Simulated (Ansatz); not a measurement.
**Nudged elastic band, with input and output: SiPH6F (part 2 of 2)**

SiPH6F; RKS revPBE/def2-SVP (Ansatz 0.2.0). The run did not end well. One setting was made poor on purpose. It belongs to a series of runs on one base structure; here: band between the two ends.

Geometry of the input (Å):
```
Si 1.0169  0.0848  -0.5365
F  0.1399  -0.0179  0.8566
H  2.4735  0.1425  -0.1773
H  0.6103  1.3303  -1.2700
H  0.7334  -1.1303  -1.3723
P  -3.8227  0.0727  1.9716
H  -4.1453  -1.0162  1.0823
H  -3.6150  -0.8207  3.0845
H  -2.4297  0.0427  1.6052
```

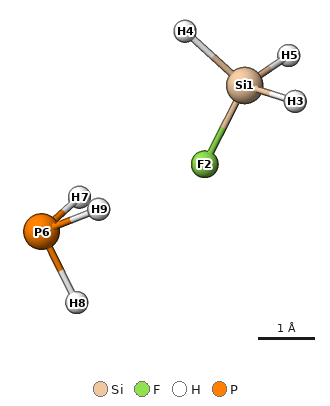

Fig. 1: The starting structure (ball-and-stick view, seen at a tilt; atoms are numbered from 1 in the order of the input).

```
Unfinished report: {"positions_ang":[[-0.2910811332448664,-0.05263342451025217,-0.17365799731528903],[0.08205612467124175,0.3734436019968616,2.2143390537755483],[1.194589109832301,0.07261905984098407,0.09777636661896061],[-0.6248071252630194,1.074501627382695,-1.1076671668476636],[-0.4738161920753818,-1.425948076354744,-0.7578075631398088],[-2.6118378017640786,0.16356138115959953,0.835748076127728],[-2.814946184221184,-1.0471622629854085,0.08284886808842645],[-2.670640452894425,-0.6394107580435306,2.0612659978684165],[-0.8281153450405873,0.16892785151379563,1.991253364823681]],"unchecked":["starts","cluster_reference","orbital_swaps","neighbouring_geometries","increment"],"mean_field":{"relativity":"none","state":{"energy":{"ev":-19967.572138604184,"hartree":-733.7947415871976},"converged":true,"gradient_ev":8.908705255635477e-6,"stability":{"kind":"minimum","curvature_ev":65.80290610344947},"curvature_floor_ev":0.00030000000000000003,"spin_squared":-3.552713678800501e-14},"others":[],"fillings":{"estimated":0,"unestimated":0,"tried":0,"untried":0,"excluded_magnetic_sites":0},"n_dropped_functions":0,"n_trapped_functions":0,"passes":{"evaluations":4,"products":24},"factors":{"origin":"density fitting in generated functions","count":899,"bound_ev":null},"gradient_stop_ev":0.00009,"reference_kind":"stationary","functional":{"name":"revPBE","citations":["Zhang & Yang, Phys. Rev. Lett. 80, 890 (1998) doi:10.1103/PhysRevLett.80.890","Perdew, Burke & Ernzerhof, Phys. Rev. Lett. 77, 3865 (1996) doi:10.1103/PhysRevLett.77.3865"],"text":"name \"revPBE\"\ncite \"Zhang & Yang, Phys. Rev. Lett. 80, 890 (1998) doi:10.1103/PhysRevLett.80.890\"\ncite \"Perdew, Burke & Ernzerhof, Phys. Rev. Lett. 77, 3865 (1996) doi:10.1103/PhysRevLett.77.3865\"\nparameter kappa = 1.245\nparameter beta = 0.06672455060314922\nexchange = pbe_x(kappa = kappa, mu = beta*pi^2/3)\ncorrelation = pbe_c(beta = beta)\n","parameters":{"beta":{"value":0.06672455060314922,"default":0.06672455060314922},"kappa":{"value":1.245,"default":1.245}},"final_grid":{"core_spheres":13.0,"valence_spheres":11.0,"degree":36.0},"final_grid_parameter_source":"default","radial_points_factor":1.0,"radial_grid_error_ev":3.302647371798941e-7,"grid_sensitivity":"normal","grid_sensitivity_ratio":0.001870803151768979},"unsmoothed_excess_ev":-0.000036792491794151866,"symmetry":{"irreps":["A"],"axes":[[0.9987073508411488,0.05073948453190508,-0.0030219340314721057],[-0.050823973217827265,0.995966119136666,-0.07394872059881696],[-0.0007423760553655521,0.07400671754161839,0.9972574665734557]],"occupied":[{"A":22},{"A":22}]},"density_repulsion":{"missed_ev":0.00004426552041609954,"excess_ev":0.00004426552041609954,"most_excess_ev":0.0005719999999999999,"are_drawn_again":false,"n_first_factors":899,"energy_change_ev":0.0,"n_dropped_ends":0},"direct_passes":"host"},"factors":{"origin":"density fitting in generated functions","count":899,"bound_ev":null},"n_frozen":0,"n_occupied":[22,22],"n_virtual":[58,58],"reference":{"ev":-19967.572138604184,"hartree":-733.7947415871976},"total":{"ev":-19967.572138604184,"hartree":-733.7947415871976},"forces_ev_per_angstrom":[[-0.39745492011008926,-0.0402687631571664,-0.2302698144545775],[0.0888880865929535,0.07783333640979118,0.579946267302834],[-0.3139816998144153,0.003661369039787863,0.14022598473537842],[0.012393969328273963,-0.07760685044997438,-0.2442913882962541],[0.04513141903044478,0.026964504348089058,-0.18686454630419266],[0.3291439404963224,-0.21886390457558194,-0.14176202756860032],[-0.15784985412794636,0.04494031757811833,-0.062422016069297814],[0.29521199293808087,0.17596268262373432,-0.16557157461227706],[0.09851706567672189,0.0073773081872747105,0.3110091152796879]],"charge_distribution":{"dipole_moment_e_ang":[-0.08288764117077385,-0.20495316712866243,-0.04008175566115374],"mulliken_charges_e":[0.20779971637903039,-0.1742184219013101,-0.02797344452692241,-0.033552004898752985,-0.040825724085155723,-0.1836592175016527,0.02731949090404784,0.010157355470184148,0.21495225016048747],"lowdin_charges_e":[0.2589217562719668,0.12460948405623284,-0.07433611867149503,-0.07423691509801134,-0.07999080840781692,0.07619920244077605,-0.03158729707659669,-0.039677027647566865,-0.15990227586757766]},"n_threads":1,"memory_gib":1.7045454550534487,"seconds":{"hamiltonian":1.997453776,"orbitals":0.0,"second_order":0.0,"solver_start":0.0,"cycles":0.0,"cycle":0.0,"perturbative":0.0,"full_ci_increment":0.0,"forces":0.0}}
this run last wrote the band of iteration 6 to [file]
Error: NEB band did not converge after 6 iterations: max|band force component| = 4.41e-1 eV/Å (threshold 5.0e-2); raise `neb.max_iterations` in a new run, which can start from the last band evaluated (`neb.initial_path`, with `crystal.atoms` and `neb.final_atoms` set to its first and last images), add images, or start from endpoints closer to local minima. Where this run's directory can be resumed (`checkpoint.write`), a resume goes on for up to `neb.max_iterations` more; to start a new run from the last band, take its images' positions from the `neb_iteration` event of iteration 6 (`data.images[].positions_ang`), in the event stream of the run that computed that iteration (not this run's, if it was resumed behind it). With `checkpoint.write`, `steps/00-neb/state/checkpoint.json` in the run directory holds the last saved band, under `neb.evaluated.images[].positions_ang` (a band under a hybrid functional on support functions is neither saved nor resumed: `neb.initial_path` says where its path is): check the last entry of `neb.iterations` there, which is earlier than 6 if that iteration was not saved or its write failed. If the band's step has no `state` directory and holds `state.next`, a write was cut short, and the file is under `state.next` instead (behind a loss of power it can be under `state.prev`)
this run wrote the band of iteration 6 to [file] as well, whether or not its events were kept: a new run's `neb.initial_path` can list its `images[].positions_ang`
a run's events are kept only if it was started with --events-out <file>, and are in that file
```

### The last band as extended XYZ (Å, eV, eV/Å)
```
9
Properties=species:S:1:pos:R:3:forces:R:3 image=0 energy=-19969.75246
Si    1.0169    0.0848   -0.5365   -0.0023  -0.0017   0.0014
F     0.1399   -0.0179    0.8566    0.0032   0.0004  -0.0068
H     2.4735    0.1425   -0.1773   -0.0029  -0.0009   0.0001
H     0.6103    1.3303   -1.2700    0.0000   0.0023   0.0021
H     0.7334   -1.1303   -1.3723    0.0019  -0.0002   0.0030
P    -3.8227    0.0727    1.9716    0.0036   0.0000  -0.0007
H    -4.1453   -1.0162    1.0823   -0.0014  -0.0010   0.0015
H    -3.6150   -0.8207    3.0845    0.0009   0.0008  -0.0029
H    -2.4297    0.0427    1.6052   -0.0032   0.0003   0.0024
9
Properties=species:S:1:pos:R:3:forces:R:3 image=1 energy=-19969.74475
Si    0.8378    0.0633   -0.3927    0.0263  -0.0052  -0.0296
F     0.3646    0.0124    1.1863    0.0067   0.0012   0.0064
H     2.3372    0.1319   -0.4365   -0.0075   0.0002   0.0058
H     0.2419    1.2836   -1.0336    0.0009  -0.0023   0.0011
H     0.3548   -1.1835   -1.0768    0.0024   0.0048  -0.0010
P    -3.6137    0.1018    1.7354    0.0796  -0.0402   0.0038
H    -3.8163   -0.9944    0.8178    0.0003   0.0141   0.0141
H    -3.5658   -0.7844    2.8735   -0.0127   0.0131  -0.0171
H    -2.1791    0.0571    1.5709   -0.0961   0.0142   0.0165
9
Properties=species:S:1:pos:R:3:forces:R:3 image=2 energy=-19969.71419
Si    0.6198    0.0246   -0.2367    0.0727   0.0053  -0.1308
F     0.4737    0.0224    1.4046    0.0111  -0.0036   0.0528
H     2.0846    0.0707   -0.5669   -0.0199  -0.0031  -0.0100
H    -0.0790    1.2374   -0.7836    0.0193  -0.0101   0.0161
H    -0.0024   -1.2281   -0.7860    0.0216   0.0087   0.0231
P    -3.3893    0.1231    1.4992    0.0656  -0.0557  -0.0024
H    -3.3742   -0.9730    0.5588   -0.0371   0.0166   0.0181
H    -3.4250   -0.7727    2.6308   -0.0044   0.0172  -0.0291
H    -1.9467    0.1834    1.5239   -0.1289   0.0245   0.0623
9
Properties=species:S:1:pos:R:3:forces:R:3 image=3 energy=-19969.55467
Si    0.3595   -0.0061   -0.0856    0.1724   0.0049  -0.1702
F     0.4519    0.0443    1.5642    0.0786  -0.0257   0.0239
H     1.7831    0.0116   -0.5367    0.0997  -0.0061  -0.1648
H    -0.3824    1.1949   -0.6052    0.0682  -0.0134   0.0648
H    -0.3352   -1.2588   -0.5432    0.0925   0.0116   0.0780
P    -3.0373    0.1840    1.2451   -0.2456  -0.0906   0.0277
H    -2.9620   -0.9362    0.3361   -0.0165   0.0625  -0.0015
H    -3.2898   -0.6940    2.3583   -0.0825   0.0041   0.0535
H    -1.6265    0.1482    1.5110   -0.1669   0.0527   0.0886
9
Properties=species:S:1:pos:R:3:forces:R:3 image=4 energy=-19968.21621
Si    0.0049   -0.0311   -0.0007    0.9356  -0.0481   0.3656
F     0.2545    0.1158    1.7423    0.3438  -0.1957  -0.9971
H     1.4706   -0.0468   -0.1569    0.5354   0.0047  -0.5971
H    -0.5751    1.1355   -0.7844    0.0287  -0.1063   0.5376
H    -0.5528   -1.3037   -0.6212    0.1485   0.1873   0.5403
P    -2.7013    0.2500    1.1130   -0.3014  -0.1341   0.5451
H    -2.7764   -0.8339    0.1446    0.2824   0.2485   0.1815
H    -2.9032   -0.7049    2.1631   -0.4758  -0.0959   0.2418
H    -1.2598    0.1069    1.6444   -1.4970   0.1397  -0.8176
9
Properties=species:S:1:pos:R:3:forces:R:3 image=5 energy=-19967.57210
Si   -0.2911   -0.0526   -0.1737   -0.3975  -0.0403  -0.2303
F     0.0821    0.3734    2.2143    0.0889   0.0778   0.5799
H     1.1946    0.0726    0.0978   -0.3140   0.0037   0.1402
H    -0.6248    1.0745   -1.1077    0.0124  -0.0776  -0.2443
H    -0.4738   -1.4259   -0.7578    0.0451   0.0270  -0.1869
P    -2.6118    0.1636    0.8357    0.3291  -0.2189  -0.1418
H    -2.8149   -1.0472    0.0828   -0.1578   0.0449  -0.0624
H    -2.6706   -0.6394    2.0613    0.2952   0.1760  -0.1656
H    -0.8281    0.1689    1.9913    0.0985   0.0074   0.3110
9
Properties=species:S:1:pos:R:3:forces:R:3 image=6 energy=-19968.31176
Si   -0.3857   -0.2426   -0.2708   -0.0072   0.0329  -0.0772
F     0.0114    0.8691    2.4396    0.2879   0.1579   0.3542
H     0.9770   -0.0383    0.3469   -0.3430  -0.0857   0.1011
H    -0.5882    0.8868   -1.2487    0.0663  -0.1308  -0.1605
H    -0.3758   -1.5812   -0.9473   -0.0017  -0.0459  -0.1866
P    -2.4562   -0.0213    0.8229    0.1509  -0.2010   0.0994
H    -2.9793   -1.0437   -0.0372   -0.1729   0.0621  -0.0853
H    -2.3502   -0.9541    1.9307    0.2190  -0.0083  -0.1851
H    -0.8916    0.8131    2.2081   -0.1994   0.2188   0.1400
9
Properties=species:S:1:pos:R:3:forces:R:3 image=7 energy=-19968.77685
Si   -0.3713   -0.4050   -0.3091   -0.0121   0.0107  -0.0299
F    -0.1868    1.4139    2.3979    0.0693   0.0729   0.0710
H     0.8394   -0.3183    0.5624    0.0262  -0.0455   0.0454
H    -0.4164    0.7742   -1.2387    0.0455   0.0034  -0.0600
H    -0.3373   -1.6770   -1.1068    0.0006  -0.0468  -0.0720
P    -2.2772   -0.2132    0.9487    0.0067  -0.1369   0.1333
H    -3.1312   -0.9182    0.0330   -0.0733   0.0730  -0.0243
H    -2.0585   -1.3617    1.7888    0.0499  -0.0040  -0.0507
H    -1.0994    1.3932    2.1677   -0.1129   0.0732  -0.0128
9
Properties=species:S:1:pos:R:3:forces:R:3 image=8 energy=-19968.84558
Si   -0.3205   -0.4942   -0.1974   -0.0060   0.0026   0.0077
F    -0.3847    2.0361    1.9321   -0.0056   0.0070   0.0090
H     0.8886   -0.5872    0.6858    0.0018  -0.0026   0.0033
H    -0.3013    0.7792   -0.9904   -0.0046   0.0030  -0.0031
H    -0.3442   -1.6691   -1.1396   -0.0029  -0.0028   0.0016
P    -2.1669   -0.4302    1.1693    0.0063  -0.0159  -0.0151
H    -3.1445   -0.6667    0.1413    0.0049   0.0027   0.0081
H    -2.0971   -1.8004    1.6007   -0.0036   0.0069  -0.0034
H    -1.1680    1.5204    2.0423    0.0096  -0.0010  -0.0082
```

### What the run reported

```csv
quantity,value
outcome,not converged
"barrier, forward (band not converged)",2.180 eV
"barrier, backward",1.274 eV
wall time,96 s
peak memory,0.12 GiB
```

The run did not converge: “NEB band did not converge after 6 iterations: max|band force component| = 4.41e-1 eV/Å (threshold 5.0e-2); raise `neb.max_iterations` in a new run, which can start from the last band evaluated (`neb.initial_path`, with `crystal.atoms` and `neb.final_atoms` set to its first and last images), add images, or start from endpoints closer to local minima …” Its last values are not results. A deliberately poor setting: few iterations.
